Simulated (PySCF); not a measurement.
# CoP (quintet): what the fields show

```yaml
atoms:
  - { symbol: Co, position_ang: [0.0000, 0.0000, -0.7252] }
  - { symbol: P, position_ang: [0.0000, 0.0000, 1.3798] }
```

These are results of PBE0/x2c-TZVPPall, spin-free X2C-1e, Gaussian nucleus, at a bond length of 2.105 Å (PySCF 2.14.0), not measurements.

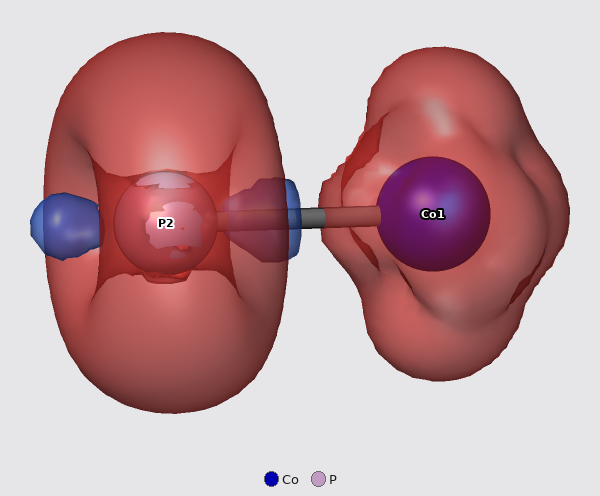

Figure 1. Isosurfaces of the spin density (α minus β) at +0.06 (red) and −0.06 e/Å³ (blue), seen from one side.

### Which atoms carry the spin?

The unpaired spin (4 electrons) lies mostly on Co1 (about 2.5) and P2 (about 1.5), in electrons by Hirshfeld's partition.

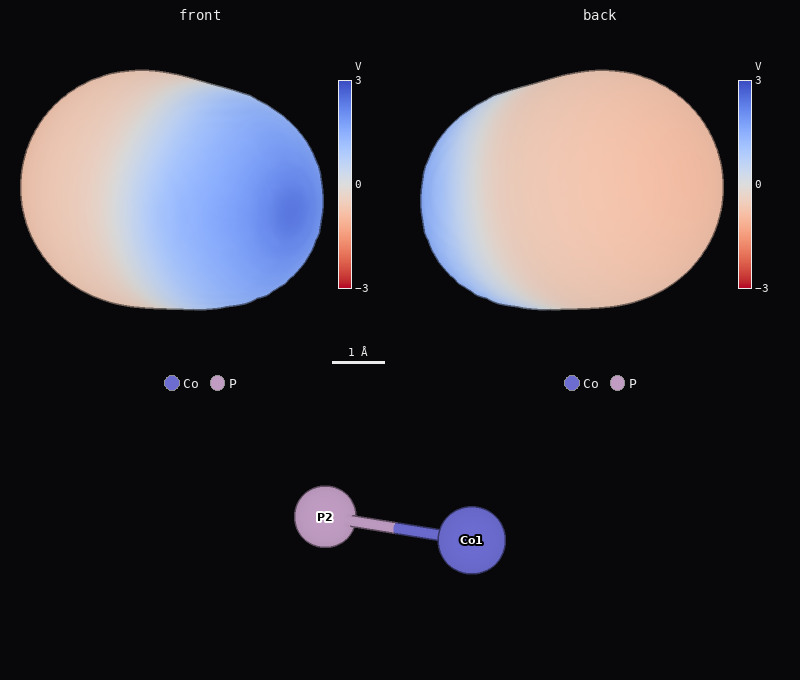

Figure 2. The molecular electrostatic potential painted on the density surface at 0.001 e/bohr³, seen from the front and from behind; red is negative and blue positive. The bare structure is drawn below in the same view.

### Which sites attract a positive test charge, and which a negative one?

A positive charge is drawn to the negative regions and a negative charge to the positive ones. The most negative region (about −0.9 V) lies over P2, the most positive (about +2.3 V) over Co1.

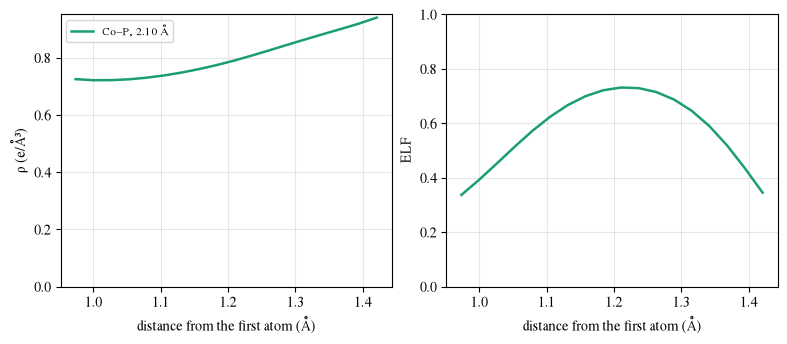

Figure 3. Electron density and electron localisation function along straight lines between neighbouring atoms. The curves leave out the atomic cores.

### What can be read from the curves?

Co–P (2.10 Å): ρ is about 0.72 e/Å³ halfway; the ELF peaks at about 0.75 in the valence shell of P, 0.9 Å from its nucleus, and is about 0.50 at the midpoint.
